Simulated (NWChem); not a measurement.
# CR-CCSD(T)/x2c-SVPall (DKH3) run of HF (hydrogen fluoride)

Aim: the energy change on altering one bond length of HF (hydrogen fluoride) at CR-CCSD(T)/x2c-SVPall (DKH3), from 2 runs. 

The results are computed with NWChem 7.3.0.

4 further runs of the same task are left out: 4 set aside as unsound or not needed.

### Step 1. The structure to begin with

The species is HF (2 atoms), meant as a singlet with charge 0. SMILES: `F`. Geometry: relaxed at PBE0-D4/def2-TZVP.

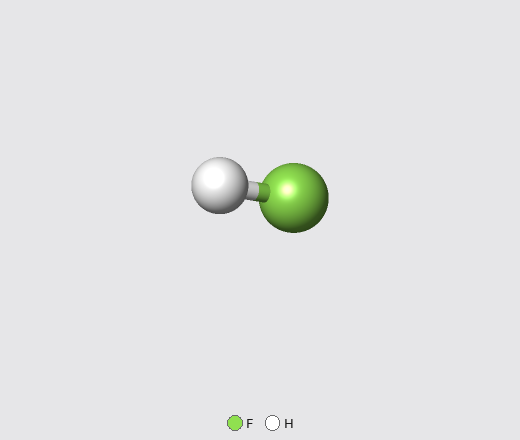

Viewed from a chosen angle; fluorine green, hydrogen white.

### Step 2. The energy at CR-CCSD(T)/x2c-SVPall (DKH3)

Contents of geom.nw:

```
start geom
memory stack 880 mb heap 220 mb global 1100 mb

geometry units angstroms noautosym nocenter noautoz
F    -0.390000    0.144600   -0.196400
H     0.390000   -0.144600    0.196400
end

basis spherical bse
* library x2c-SVPall
end

relativistic
douglas-kroll dk3
end

scf
maxiter 60
print medium
end

tce
scf
cr-ccsd(t)
maxiter 100
end

task tce energy
```

Launch:

```bash
$ nwchem geom.nw > geom.out
```

Log:

```text
[...]
  functions       =    19
[...]
  wavefunction    = RHF
[...]
         Total SCF energy =   -100.017874772036
      One-electron energy =   -150.649995192195
      Two-electron energy =     45.455167734129
 Nuclear repulsion energy =      5.176952686031
        Time for solution =      1.2s
[...]
         Wavefunction type : Restricted Hartree-Fock
          No. of electrons :    10
[...]
         Spin multiplicity : singlet
[...]
 CCSD total energy / hartree       =      -100.224805365755088
[...]
 CR-CCSD[T] total energy / hartree       =      -100.226595473703028
[...]
 CR-CCSD(T) total energy / hartree       =      -100.226460539160598
[...]
```

It took 2.9 s on 1 thread of Intel Xeon Platinum 8175M at 2.50GHz (Skylake/Cascade Lake), shared host; peak memory 0.15 GiB.

### Step 3. The distorted shape, same level

Contents of run.py:

```python
from ase import Atoms
from ase.calculators.nwchem import NWChem

system = Atoms(['F', 'H'], positions=[
    [-0.427001, 0.138420, -0.166509],
    [0.383732, -0.153794, 0.232590],
])

calc = NWChem(
    label='fh',
    theory='tce',
    memory='2200 mb',
    basis='x2c-SVPall',
    basispar='spherical bse',
    relativistic={'douglas-kroll': 'dk3'},
    scf={'nopen': '0', 'rhf': None, 'maxiter': '60'},
    tce={'scf': None, 'cr-ccsd(t)': None, 'maxiter': '100'},
    task='energy',
)
system.calc = calc

print(f"energy = {system.get_potential_energy():.6f} eV")
```

Launch:

```bash
$ export ASE_NWCHEM_COMMAND="nwchem PREFIX.nwi > PREFIX.nwo"
$ python run.py
```

Log:

```text
energy = -2727.273822 eV
```

The calculator wrote fh.nwi:

```
title "fh"

permanent_dir fh

scratch_dir fh

start fh

geometry units angstrom nocenter noautosym noautoz
  F  -4.2700100000000002e-01 1.3841999999999999e-01 -1.6650899999999999e-01
  H  3.8373200000000002e-01 -1.5379399999999999e-01 2.3258999999999999e-01
end

memory 2200 mb

basis spherical bse noprint
   * library x2c-SVPall
end

relativistic
  douglas-kroll dk3
end
scf
  nopen 0
  rhf
  maxiter 60
end
tce
  scf
  cr-ccsd(t)
  maxiter 100
end

task tce energy
```

fh.nwo:

```text
Northwest Computational Chemistry Package (NWChem) 7.3.0
             --------------------------------------------------------

           Job information
           ---------------

    nwchem branch   = 7.3.0
    use scalapack   = T
    input           = fh.nwi
    prefix          = fh.
    data base       = fh/fh.db
    status          = startup
    nproc           =        1

           Memory information
           ------------------

    heap     =     72089594 doubles =      550.0 Mbytes
    stack    =     72089599 doubles =      550.0 Mbytes
    global   =    144179200 doubles =     1100.0 Mbytes (distinct from heap & stack)
    total    =    288358393 doubles =     2200.0 Mbytes
    verify   = yes
    hardfail = no

           Directory information
           ---------------------

  0 permanent = fh
  0 scratch   = fh

[... 101 lines left out ...]
 Convergence threshold     :          1.000E-04
[... 11 lines left out ...]
       Final RHF  results
[... 3 lines left out ...]
      One-electron energy =   -150.376765397122
[... 1 line left out ...]
 Nuclear repulsion energy =      5.014766887030
[... 23 lines left out ...]
                       ROHF Final Molecular Orbital Analysis
[... 281 lines left out ...]
 CCSD total energy / hartree       =      -100.223756685045956
[... 1 line left out ...]
 Singles contributions

 Doubles contributions
 CR-CCSD(T)

 CR-CCSD[T]  correction energy / hartree =        -0.001852203315227
 CR-CCSD[T] correlation energy / hartree =        -0.210065488797708
 CR-CCSD[T] total energy / hartree       =      -100.225608888361180
 CR-CCSD(T)  correction energy / hartree =        -0.001708484901585
 CR-CCSD(T) correlation energy / hartree =        -0.209921770384066
 CR-CCSD(T) total energy / hartree       =      -100.225465169947540

 Task  times  cpu:        2.2s     wall:        2.2s
 Total times  cpu:        2.3s     wall:        2.3s
```

Run time: 3.9 s. Hardware: 1 thread of Intel Xeon Platinum 8175M at 2.50GHz (Skylake/Cascade Lake), shared host; peak memory 0.15 GiB.

### Step 4. Summary of results

At CR-CCSD(T)/x2c-SVPall (DKH3):

| quantity | value |
| --- | --- |
| first shape: total energy | -100.22646 Eh |
| first shape: HOMO energy (Hartree–Fock orbitals) | -17.25 eV |
| first shape: LUMO energy (Hartree–Fock orbitals) | 4.79 eV |
| first shape: HOMO–LUMO gap (Hartree–Fock orbitals) | 22.04 eV |
| first shape: correlation energy | -208.6 mEh |
| distorted shape: total energy | -100.22547 Eh |
| distorted shape: HOMO energy (Hartree–Fock orbitals) | -17.17 eV |
| distorted shape: LUMO energy (Hartree–Fock orbitals) | 4.62 eV |
| distorted shape: HOMO–LUMO gap (Hartree–Fock orbitals) | 21.79 eV |
| distorted shape: correlation energy | -209.9 mEh |
| energy change with the F1–H2 bond stretched from 0.920 to 0.950 Å | 0.027 eV |

**Reading.** With the F1–H2 bond stretched from 0.920 to 0.950 Å the energy rises by 0.03 eV (2.6 kJ/mol). The first shape isn't relaxed at this level, so the change isn't measured from a minimum.
